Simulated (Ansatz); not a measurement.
Consider ZnSiP₂ in the chalcopyrite structure (space group I-42d, No. 122; a = 5.3064 Å, c = 10.3798 Å). Axes: x, y, z lie along a, b, c of the conventional cell.

Perturbation: the cell is compressed by 3.00 % along x with no lateral relaxation; the atoms relax in the strained cell.

Computed with LDA, PAW, 420 eV (Ansatz, a quantum-chemistry and plane-wave program; no spin-orbit coupling).

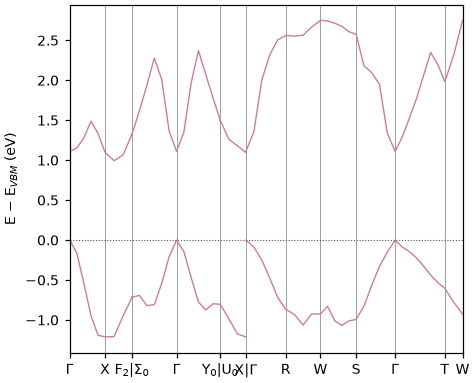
Fig. 1. Highest valence and lowest conduction band along the path of the changed cell's own zone

The gap is 0.99 eV, indirect, Γ → X–F₂ (33 % along); the base has 1.11 eV.

Whether these cells are dynamically stable was not tested. k-point labels follow each cell's own Brillouin zone.
